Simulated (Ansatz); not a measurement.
# C2H6Si (SMILES C[Si]C): B2PLYP/6-311+G(d,p)

What is the energy change on altering one bond length of C2H6Si at B2PLYP/6-311+G**? 

The results are computed with Ansatz 0.2.0.

34 further runs of the same task are left out: 34 set aside as unsound or not needed.

### 1 The structure to begin with

C2H6Si: 9 atoms, total charge 0, spin state singlet. As SMILES, `C[Si]C`. Geometry: relaxed at PBE0-D4/def2-TZVP.

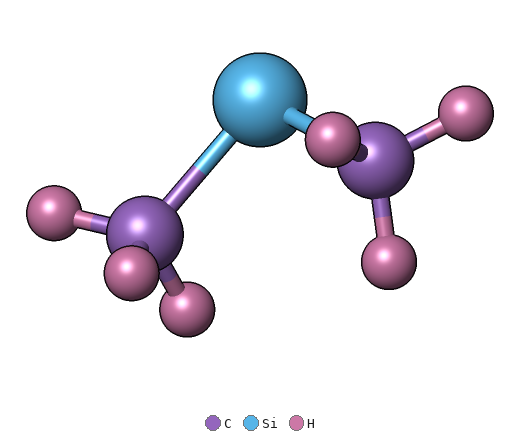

The structure, seen from a chosen angle (carbon purple, silicon blue, hydrogen pink).

### 2 The energy at B2PLYP/6-311+G(d,p)

The input, run.yaml:

```yaml
crystal:
  periodic: [false, false, false]
  atoms:
    - {symbol: C, position_ang: [-0.527400, 1.047300, -0.805300]}
    - {symbol: Si, position_ang: [0.896800, -0.199700, -0.912800]}
    - {symbol: C, position_ang: [0.601900, -1.069400, 0.746000]}
    - {symbol: H, position_ang: [-1.430700, 0.480400, -1.082200]}
    - {symbol: H, position_ang: [-0.439700, 1.875000, -1.511000]}
    - {symbol: H, position_ang: [-0.703500, 1.436700, 0.202600]}
    - {symbol: H, position_ang: [-0.455600, -1.193000, 1.001000]}
    - {symbol: H, position_ang: [1.117900, -2.026600, 0.837300]}
    - {symbol: H, position_ang: [1.028800, -0.397000, 1.507100]}
basis:
  gaussian: {orbitals: 6-311+G_st__st_-spherical.json}
accuracy: high
output: {orbitals: {seedname: orbitals}}
correlation: {frozen_orbitals: {C: 1, H: 0, Si: 5}}
hamiltonian: {xc: {name: B2PLYP}}
```

The basis set 6-311+G** is read from a file made from the Basis Set Exchange's data (not shown).

Command:

```
$ ansatz run run.yaml --threads 1 --pin off --max-ram 3480MiB --events-out events.jsonl --progress --plain --runs-dir runs
```

Standard output:

```text
Warning: RAYON_NUM_THREADS=1 ignored (pool sized by the plan → 1); use --threads N
Functional definition: B2PLYP
  name "B2PLYP"
  parameter a = 0.53
  parameter c = 0.27
  exchange = (1 - a)*b88_x + a*exact_x
  correlation = (1 - c)*lyp_c + c*(mp2_os + mp2_ss)
2140 factors; integrals over basis functions are off by at most 4.3e-9 eV
mean field evaluation 1: about -10031.6730 eV, gradient 5.7e1 eV
mean field evaluation 2: about -10031.6742 eV, gradient 5.7e1 eV
mean field evaluation 4: about -10039.3150 eV, gradient 2.3e0 eV
mean field evaluation 8: about -10039.3349 eV, gradient 9.7e-2 eV
mean field evaluation 16: about -10039.3349 eV, gradient 1.0e-5 eV
mean field -10039.33494319 eV, -368.9387542566 hartree, gradient 2.2e-8 eV, S^2 0.000000; 0 other end points of the search recorded, 0 dependent functions left out
7 core orbitals not correlated: weight in the atoms' cores, before any rotation towards them, 1.000 or more for the frozen orbitals, at most 0.000 for the correlated occupied ones
reference -10039.33497041 eV, -368.9387552568 hartree; 9, 9 occupied and 94, 94 virtual orbitals, 2140 factors
second order -13.29127158 eV of doubles, -0.00000000 eV of singles
Total energy: -10042.92361373 eV, -369.0706354666 hartree
```

It took 11 s on 1 thread of Arm Neoverse V2, shared host; peak memory 0.34 GiB.

### 3 The distorted shape at the same level

The input, input.yaml:

```yaml
crystal:
  periodic: [false, false, false]
  atoms:
    - {symbol: C, position_ang: [-0.655451, 0.845610, -1.033597]}
    - {symbol: Si, position_ang: [0.768749, -0.401390, -1.141097]}
    - {symbol: C, position_ang: [0.473849, -1.271090, 0.517703]}
    - {symbol: H, position_ang: [-1.558751, 0.278710, -1.310497]}
    - {symbol: H, position_ang: [-0.567751, 1.673310, -1.739297]}
    - {symbol: H, position_ang: [-0.831551, 1.235010, -0.025697]}
    - {symbol: H, position_ang: [-0.583651, -1.394690, 0.772703]}
    - {symbol: H, position_ang: [0.989849, -2.228290, 0.609003]}
    - {symbol: H, position_ang: [1.028800, -0.397000, 1.507100]}
basis:
  gaussian:
    orbitals: 6-311+G_st__st_-spherical.json
hamiltonian:
  xc: {name: B2PLYP}
correlation:
  frozen_orbitals: {C: 1, H: 0, Si: 5}
accuracy: high
output:
  orbitals: {seedname: orbitals}
```

The basis set 6-311+G** is read from a file made from the Basis Set Exchange's data (not shown).

Command:

```
$ ansatz run input.yaml --threads 1 --pin off --max-ram 3480MiB --events-out events.jsonl --progress --plain --runs-dir runs
```

Standard output:

```text
Warning: RAYON_NUM_THREADS=1 ignored (pool sized by the plan → 1); use --threads N
Functional definition: B2PLYP
  name "B2PLYP"
  parameter a = 0.53
  parameter c = 0.27
  exchange = (1 - a)*b88_x + a*exact_x
  correlation = (1 - c)*lyp_c + c*(mp2_os + mp2_ss)
2155 factors; integrals over basis functions are off by at most 5.1e-9 eV
mean field evaluation 1: about -10030.8143 eV, gradient 5.6e1 eV
mean field evaluation 2: about -10030.8144 eV, gradient 5.6e1 eV
mean field evaluation 4: about -10038.2985 eV, gradient 2.4e0 eV
mean field evaluation 8: about -10038.3213 eV, gradient 6.4e-2 eV
mean field evaluation 16: about -10038.3213 eV, gradient 1.0e-5 eV
mean field -10038.32130034 eV, -368.9015035690 hartree, gradient 9.5e-8 eV, S^2 0.000000; 0 other end points of the search recorded, 0 dependent functions left out
7 core orbitals not correlated: weight in the atoms' cores, before any rotation towards them, 1.000 or more for the frozen orbitals, at most 0.000 for the correlated occupied ones
reference -10038.32132777 eV, -368.9015045768 hartree; 9, 9 occupied and 94, 94 virtual orbitals, 2155 factors
second order -13.46987100 eV of doubles, -0.00000000 eV of singles
Total energy: -10041.95819293 eV, -369.0351569066 hartree
```

Wall time 11 s (1 thread of Arm Neoverse V2, shared host); peak memory 0.34 GiB.

### 4 Summary of results

At B2PLYP/6-311+G**, 7 core orbitals frozen:

| quantity | value |
| --- | --- |
| first shape: total energy | -369.07064 Eh |
| first shape: HOMO energy (SCF part's orbitals) | -6.84 eV |
| first shape: LUMO energy (SCF part's orbitals) | -0.94 eV |
| first shape: HOMO–LUMO gap (SCF part's orbitals) | 5.91 eV |
| distorted shape: total energy | -369.03516 Eh |
| distorted shape: HOMO energy (SCF part's orbitals) | -6.91 eV |
| distorted shape: LUMO energy (SCF part's orbitals) | -1.00 eV |
| distorted shape: HOMO–LUMO gap (SCF part's orbitals) | 5.91 eV |
| energy change with the C3–H9 bond stretched from 1.102 to 1.432 Å | 0.965 eV |

**Reading.** With the C3–H9 bond stretched from 1.102 to 1.432 Å the energy rises by 0.97 eV (22.3 kcal/mol). The first shape isn't relaxed at this level, so the change isn't measured from a minimum.
